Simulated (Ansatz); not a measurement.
# Resistivity from frozen vibrations: Mo(100) with 4 thermally displaced layers, 2x2

Aim: the resistivity of Mo at 300 K from frozen thermal displacements between perfect leads. The measured value for the pure metal at this temperature is 5.52 µΩ cm (CRC Handbook of Chemistry and Physics, 84th ed., 2003, Electrical Resistivity of Pure Metals).

Calculated with Ansatz 0.2.0; Ansatz plane-wave DFT, PBE, PAW files; ballistic transport by layer matching (Landauer), zero bias; PAW set soft_1.

## Step 1: Set-up

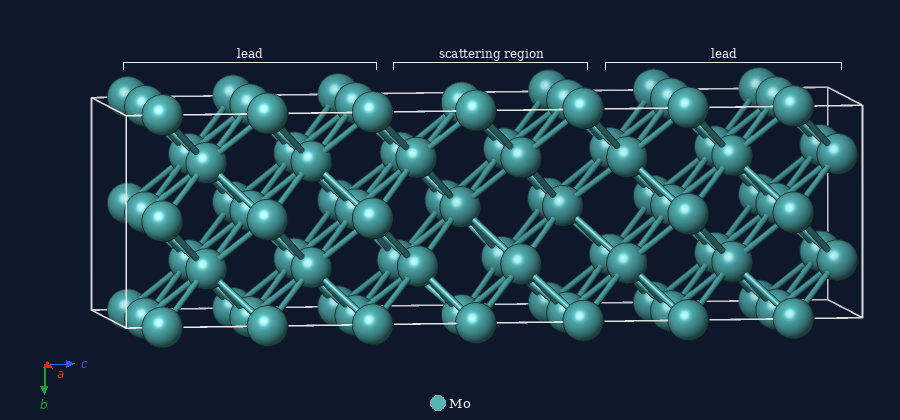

The starting structure, seen from the side, with the c axis across the page (molybdenum teal). Some periodic images of atoms are drawn too.

The cell holds 56 atoms: 56 Mo. Its edges and angles: a = 6.294 Å, b = 6.294 Å, c = 22.029 Å, α = 90.0°, β = 90.0°, γ = 90.0°. It derives from Mo. Regions: lead, 40 atoms (40 Mo); scattering region, 16 atoms (16 Mo). The structure is stacked along c, and the current runs across the ab planes.

## Step 2: With 4 displaced layers

Each atom of 4 layers is moved at random, by amounts drawn from a normal law 0.0488 Å wide in each direction from the Debye model (450 K) at 300 K. The layers about the cell's end stay perfect and serve as the lead. Disorder leaves little or no symmetry, which makes such runs dear. Energies from -0.05 to 0.05 eV in steps of 0.05 eV are too few for the program's thermal sum, so it prints no conductance; for a metal the transmission near the Fermi level serves, at a fraction of the cost.

Contents of input.yaml:

```yaml
crystal:
  lattice:
    - [6.294, 0.0, 0.0]
    - [0.0, 6.294, 0.0]
    - [0.0, 0.0, 22.029]
  atoms:
    - { symbol: Mo, position: [0.0, 0.0, 0.0357142857] }
    - { symbol: Mo, position: [0.0, 0.5, 0.0357142857] }
    - { symbol: Mo, position: [0.5, 0.0, 0.0357142857] }
    - { symbol: Mo, position: [0.5, 0.5, 0.0357142857] }
    - { symbol: Mo, position: [0.25, 0.25, 0.1071428571] }
    - { symbol: Mo, position: [0.25, 0.75, 0.1071428571] }
    - { symbol: Mo, position: [0.75, 0.25, 0.1071428571] }
    - { symbol: Mo, position: [0.75, 0.75, 0.1071428571] }
    - { symbol: Mo, position: [0.0, 0.0, 0.1785714286] }
    - { symbol: Mo, position: [0.0, 0.5, 0.1785714286] }
    - { symbol: Mo, position: [0.5, 0.0, 0.1785714286] }
    - { symbol: Mo, position: [0.5, 0.5, 0.1785714286] }
    - { symbol: Mo, position: [0.25, 0.25, 0.25] }
    - { symbol: Mo, position: [0.25, 0.75, 0.25] }
    - { symbol: Mo, position: [0.75, 0.25, 0.25] }
    - { symbol: Mo, position: [0.75, 0.75, 0.25] }
    - { symbol: Mo, position: [0.0, 0.0, 0.3214285714] }
    - { symbol: Mo, position: [0.0, 0.5, 0.3214285714] }
    - { symbol: Mo, position: [0.5, 0.0, 0.3214285714] }
    - { symbol: Mo, position: [0.5, 0.5, 0.3214285714] }
    - { symbol: Mo, position: [0.249947037, 0.2581161083, 0.3945009526] }
    - { symbol: Mo, position: [0.2556165439, 0.7625586651, 0.3901848948] }
    - { symbol: Mo, position: [0.7451360023, 0.2397541323, 0.3926182979] }
    - { symbol: Mo, position: [0.7577485313, 0.7498297256, 0.3939563139] }
    - { symbol: Mo, position: [0.9851760217, 0.0011409419, 0.4622753779] }
    - { symbol: Mo, position: [0.0137736893, 0.5068802842, 0.4663900486] }
    - { symbol: Mo, position: [0.4995511541, 0.0047546609, 0.4657439979] }
    - { symbol: Mo, position: [0.4973280817, 0.4961413266, 0.4640313082] }
    - { symbol: Mo, position: [0.2453028288, 0.2453890417, 0.535086154] }
    - { symbol: Mo, position: [0.2443488457, 0.7559452652, 0.5321763903] }
    - { symbol: Mo, position: [0.7563892963, 0.2451467784, 0.5345041516] }
    - { symbol: Mo, position: [0.7395199617, 0.7488809519, 0.5351653176] }
    - { symbol: Mo, position: [0.0014853379, 0.9958589134, 0.6073506777] }
    - { symbol: Mo, position: [0.0141173931, 0.5031730699, 0.605871212] }
    - { symbol: Mo, position: [0.5073943415, 0.999000745, 0.6084592432] }
    - { symbol: Mo, position: [0.5047537699, 0.4969660641, 0.6028641692] }
    - { symbol: Mo, position: [0.25, 0.25, 0.6785714286] }
    - { symbol: Mo, position: [0.25, 0.75, 0.6785714286] }
    - { symbol: Mo, position: [0.75, 0.25, 0.6785714286] }
    - { symbol: Mo, position: [0.75, 0.75, 0.6785714286] }
    - { symbol: Mo, position: [0.0, 0.0, 0.75] }
    - { symbol: Mo, position: [0.0, 0.5, 0.75] }
    - { symbol: Mo, position: [0.5, 0.0, 0.75] }
    - { symbol: Mo, position: [0.5, 0.5, 0.75] }
    - { symbol: Mo, position: [0.25, 0.25, 0.8214285714] }
    - { symbol: Mo, position: [0.25, 0.75, 0.8214285714] }
    - { symbol: Mo, position: [0.75, 0.25, 0.8214285714] }
    - { symbol: Mo, position: [0.75, 0.75, 0.8214285714] }
    - { symbol: Mo, position: [0.0, 0.0, 0.8928571429] }
    - { symbol: Mo, position: [0.0, 0.5, 0.8928571429] }
    - { symbol: Mo, position: [0.5, 0.0, 0.8928571429] }
    - { symbol: Mo, position: [0.5, 0.5, 0.8928571429] }
    - { symbol: Mo, position: [0.25, 0.25, 0.9642857143] }
    - { symbol: Mo, position: [0.25, 0.75, 0.9642857143] }
    - { symbol: Mo, position: [0.75, 0.25, 0.9642857143] }
    - { symbol: Mo, position: [0.75, 0.75, 0.9642857143] }
kpoints:
  mp_grid: { grid: [4, 4, 1] }
hamiltonian:
  xc: pbe
  pseudopotentials: { kind: paw, azcp: { folder: soft_1 } }
scf:
  occupations: { method: fermi_dirac, width: 0.1 }
output:
  transmission: { leads: [[0, 4]], kmesh: [8, 8], e_range: [-0.05, 0.05], de: 0.05 }
  write_potential: true
  write_density: true
  volumetric_format: npy
  elf: true
```

Started as:

```console
$ ansatz run input.yaml --threads 8 --pin off --max-ram 15360MiB --backend cpu --events-out ev --progress --plain --runs-dir out
```

Numbers of over 12 decimals in the logs are rounded to 6 here.

Output:

```text
Engine: ansatz 0.2.0, x86_64-unknown-linux-gnu
Pseudopotentials: kind: paw
Pseudopotential: Mo, paw, valence charge 14, recommended cutoff 420 eV (normal), soft_1/Mo.paw.azcp
Functional definition: PBE
  parameter kappa = 0.804
  parameter beta = 0.066725
  exchange = pbe_x(kappa = kappa, mu = beta*pi^2/3)
  correlation = pbe_c(beta = beta)
Crystal: 56 atoms, lattice volume = 872.666 Å³
Basis set: ecut = 420 eV, 17109 PW (Γ)
Bands: 471, of which v1, the nominal top of the filled ones, is band 392 counted from 1 (391 counted from 0)
Symmetry: 1 space group operations
Space group: P1 (ITA 1), of the structure as read, at distance tolerance 9.6e-5 Å
k-points: 10 of 16 (time reversal used)
Non-local potential: Mo, projectors of the file, l = 0: 3, l = 1: 2, l = 2: 2, l = 3: 1
PAW form: soft (Blöchl's): semilocal exchange-correlation on the pseudo side does not see the compensation charge
PAW one-centre angular grid: Mo, 590 points (default); XC on 64 Gauss nodes
Initial density: superposition of atomic densities (chi_scale 0.1, normalization cell)
Initial wavefunctions: pseudopotential atomic-orbital guess
Functional: x = pbe(κ = 0.804, μ = 0.219515), c = pbe(β = 0.066725)
SCF iter   1: F=—  HF=-277573.219626 eV  |F-HF|=—  |Δ(HF+E_count)|=         —  Δρ=1.06e-1  dr2=9.88e1  ethr=3.10e-3  ⟨swp⟩=4.3  Hψ=16266  notcnv=0
preconditioner: auto → Kerker (q_TF=auto, 2.680 Å⁻¹)  [metal: Δε(μ)=0.004 eV  Ē_g=4.669 eV  σ=0.100 eV  W_gap=0.01  n_scr=286 (ndim 8)  ℏωp=23.0 eV  f_vac=0.000  D(μ)=36.80/eV (n_scr^D=302)]
SCF iter   2: F=—  HF=-277547.774779 eV  |F-HF|=—  |Δ(HF+E_count)|=    2.54e1  Δρ=5.91e-2  dr2=2.87e1  ethr=3.10e-3  ⟨swp⟩=2.0  Hψ=9274  notcnv=0
SCF iter   3: F=—  HF=-277538.769051 eV  |F-HF|=—  |Δ(HF+E_count)|=    9.01e0  Δρ=7.98e-3  dr2=2.20e-1  ethr=3.10e-3  ⟨swp⟩=2.2  Hψ=8624  notcnv=0
SCF iter   4: F=—  HF=-277538.825709 eV  |F-HF|=—  |Δ(HF+E_count)|=   5.67e-2  Δρ=9.29e-4  dr2=6.32e-3  ethr=2.81e-5  ⟨swp⟩=2.9  Hψ=8802  notcnv=0
SCF iter   5: F=—  HF=-277538.825968 eV  |F-HF|=—  |Δ(HF+E_count)|=   2.58e-4  Δρ=1.57e-4  dr2=8.57e-5  ethr=8.06e-7  ⟨swp⟩=2.0  Hψ=7940  notcnv=0
SCF iter   6: F=—  HF=-277538.825029 eV  |F-HF|=—  |Δ(HF+E_count)|=   9.39e-4  Δρ=2.59e-5  dr2=3.43e-6  ethr=1.09e-8  ⟨swp⟩=2.0  Hψ=8778  notcnv=0
SCF iter   7: F=—  HF=-277538.825029 eV  |F-HF|=—  |Δ(HF+E_count)|=   2.37e-7  Δρ=4.00e-6  dr2=1.49e-7  ethr=4.38e-10  ⟨swp⟩=3.0  Hψ=9105  notcnv=0
SCF iter   8: F=-277538.825029 eV  HF=-277538.825029 eV  |F-HF|=9.37e-9  |Δ(HF+E_count)|=  9.31e-10  Δρ=7.68e-7  dr2=1.23e-8  ethr=1.28e-11  ⟨swp⟩=6.2  Hψ=10689  notcnv=0
SCF 1 converged in 8 iterations: F = -277538.825029 eV  dr2 = 1.23e-8
  greatest PAW one-centre occupation: 0.999 electrons in one spin orbital (limit 2), on the Mo atom at site 24 (counted from 0), in its partial waves of l = 0
transmission: 150 of 1496 steps passed
transmission: 300 of 1496 steps passed
[...]
transmission: 1496 of 1496 steps passed
SCF converged after 8 iterations
Free energy (F): -277538.825029 eV
Harris-Foulkes:  -277538.825029 eV  (|F-HF|=9.37e-9)
Internal energy: -277537.397460 eV  (E = F + TS)
E sigma→0 (E₀):  -277538.111245 eV
Entropy (-TS):   -1.427569 eV (-25.492 meV/atom)
Fermi energy:    21.181868 eV
--- Per-component energies (eV) ---
  E_band       = -3031.980960
  E_kinetic    = 23665.880103
  E_local      = -43061.542046  (includes V_loc(G=0)·N_el)
  E_nonlocal   = 8293.687181
  E_hartree    = 14669.784502
  E_xc         = -9881.928274
  E_vxc        = -12321.420864  (∫ρ·V_xc dr)
  E_paw        = -179862.359745  (= ΣΔE_a)
  E_vpaw       = -8948.153219  (= ΣTr[D̂ρ^β])
  E_aug_tail   = 0.002645  (compensation charges beyond the density's cutoff)
  E_ewald      = -91360.921826
  E_smearing   = -1.427569  (= −TS)
  E_closure    = -0.000000  (closes the sum)
  Σ components = -277538.825029   (vs F -277538.825029, Δ=0.00e0)
--- Band table (eV; the first three rows and the last of 10) ---
  k-point 0: bands = [... 388 lower, 21.1364, 21.1573, 21.1665, 21.1718, 21.1837, 21.1897, 21.2177, 21.2546, ... 75 higher]
  k-point 1: bands = [... 388 lower, 21.1697, 21.1772, 21.1901, 21.2318, 21.2444, 21.2640, 21.2800, 21.3046, ... 75 higher]
  k-point 2: bands = [... 388 lower, 21.1675, 21.2152, 21.2402, 21.2544, 21.2696, 21.3070, 21.3429, 21.3510, ... 75 higher]
  k-point 9: bands = [... 388 lower, 20.3371, 20.3596, 20.4062, 20.4300, 21.4420, 21.4556, 21.4593, 21.4894, ... 75 higher]
--- Transmission ---
  basis      : 349 plane waves across, 44 finite elements along
  points     : 34, standing for a mesh of 8 x 8
  energies   : 3 from -0.050000 to 0.050000 eV about the Fermi level, 0.050000 eV apart; the leads are filled to 0.000000 eV, and channels, transmission and decay are at 0.000000 eV
  crystal 0  : Mo4, at the sites [0, 4], period 1.5735 Å, over 15.73 Å; its Hamiltonian steps by up to 1.1 meV
    offset         : up to 0.0000 Å between an atom of the period and one for which it stands
    channels       : 6.781250e0 a spin
    conductance    : none, the energies end too early or step too widely for 300 K: set another output.transmission.e_range or a lower de, or, where they end at an eighth of basis.ecutwfc, a higher one
    slowest decay  : 0.0511 /Å at (0.5000, 0.3750)
  junction   : crystal 0 to crystal 0, 0.70 to 21.15 Å
    transmission   : 6.321183e0 a spin
    conductance    : none, the energies end too early or step too widely for 300 K: set another output.transmission.e_range or a lower de, or, where they end at an eighth of basis.ecutwfc, a higher one
```

Run time: 7.4 min. Hardware: 8 threads of Intel Xeon at 2.70GHz, shared host; peak memory 9.1 GiB.

Reading the cycles: dr2 is the Hartree energy of the density residual (eV), the measure of convergence; HF is the Harris–Foulkes estimate of the energy, which meets the free energy F at convergence.

This step gave:

```yaml
free_energy: -277538.8250 eV
energy_at_zero_smearing: -277538.1112 eV
fermi_energy: 21.18 eV
cell_area: 39.61 Å²
transmission_per_spin_nearest_the_fermi_level: 6.321
open_channels_per_spin_nearest_the_fermi_level: 6.781
step_of_the_lead_s_potential: 1.1 meV
```

Per spin. Transmission, zone mean against energy, zero at the Fermi level:

```
energy (eV)  transmission, zone mean
    -0.0500                     6.14
     0.0000                     6.32
     0.0500                     6.42
```

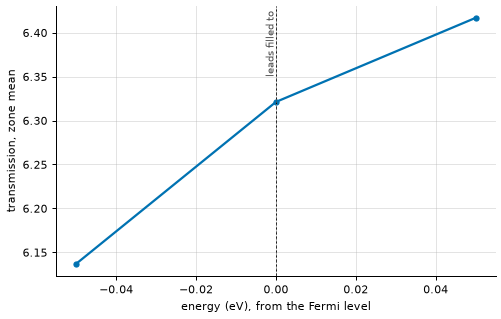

Transmission, zone mean against energy.

Per spin. The open channels, zone mean, lead by energy, zero at the Fermi level:

```
energy (eV)  open channels, zone mean, lead
    -0.0500                            6.59
     0.0000                            6.78
     0.0500                            6.84
```

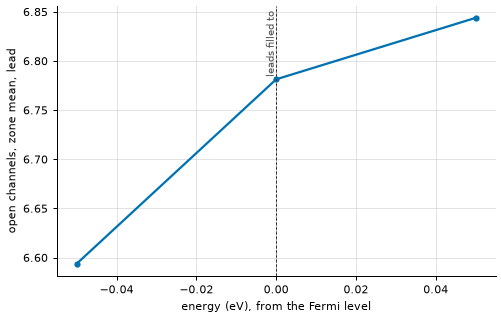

Open channels, zone mean, lead, plotted against energy.

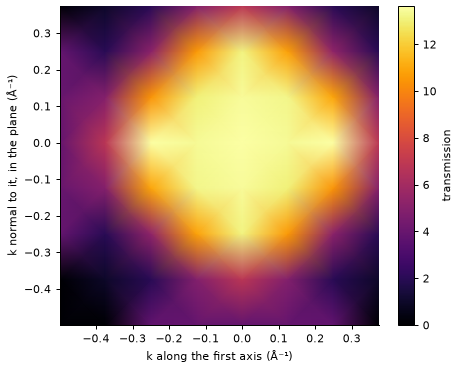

Transmission over k1 and k2. At 0.0000 eV from the Fermi level.

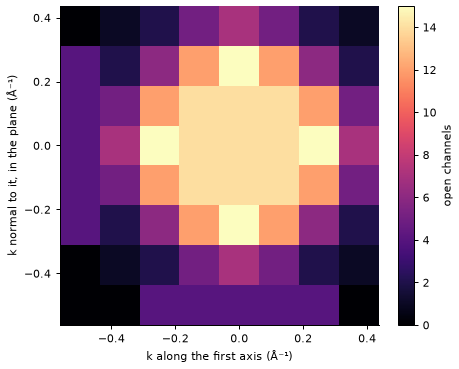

Open channels over k1 and k2. At 0.0000 eV from the Fermi level.

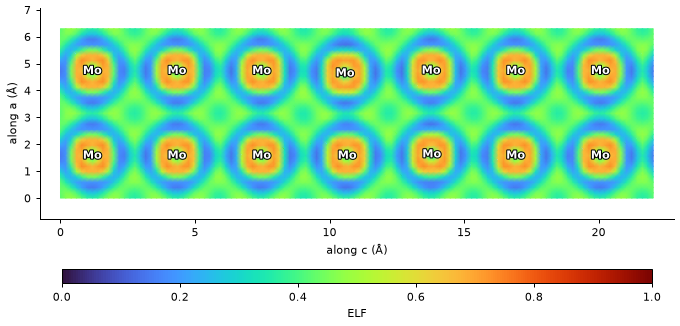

ELF in the ca plane at fractional y = 0.000, with atoms of Mo within 0.2 Å of it. It is the smooth field of the valence electrons, not physical close to the nuclei. The map starts off the cell's origin, so that atoms lie inside it.

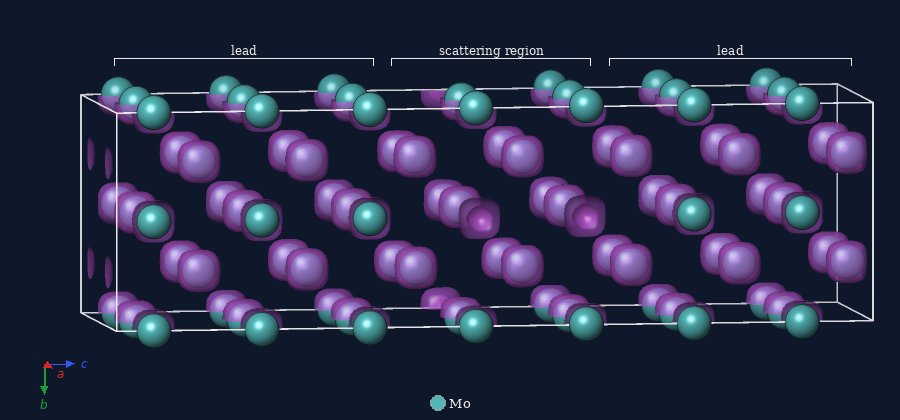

Surface of ELF = 0.67.

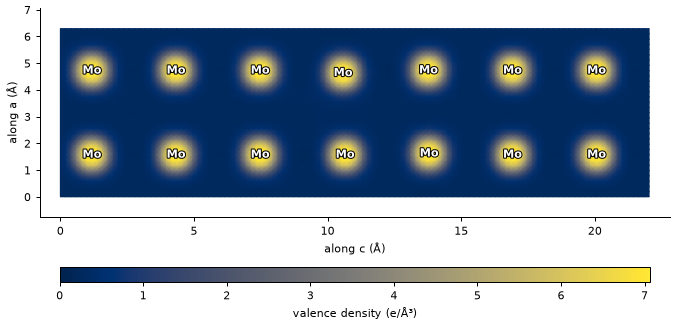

Valence density in the ca plane at fractional y = 0.000, with atoms of Mo within 0.2 Å of it. It is the smooth field of the valence electrons, not physical close to the nuclei. The map starts off the cell's origin, so that atoms lie inside it.

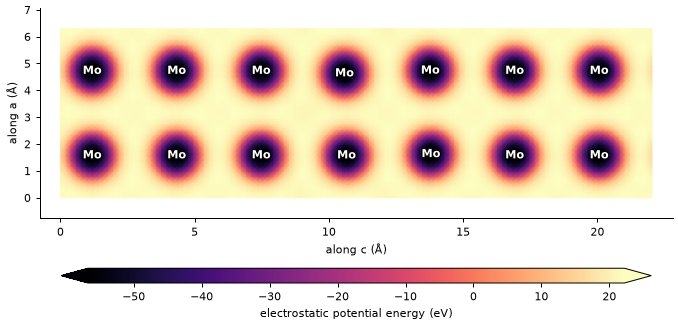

Electrostatic potential energy in the ca plane at fractional y = 0.000, with atoms of Mo within 0.2 Å of it. With pseudopotentials it is smooth inside the atoms' cores, unlike the true potential. The map starts off the cell's origin, so that atoms lie inside it.

Over the solved energies the transmission per spin lies between 6.14 and 6.42, out of 6.74 channels of the lead on average (up to 6.84).

(Part 1 of 2 ends here.)

[Logs are printed without paths, hosts, clocks, repeated set-up lines and the standing remarks that a program may print on its own settings, such as how far it seeks lower states.]

[Hosts, paths, dates, database ids (printed as entryN), source tags and the programs' standing remarks are cut or masked in the printed files.]
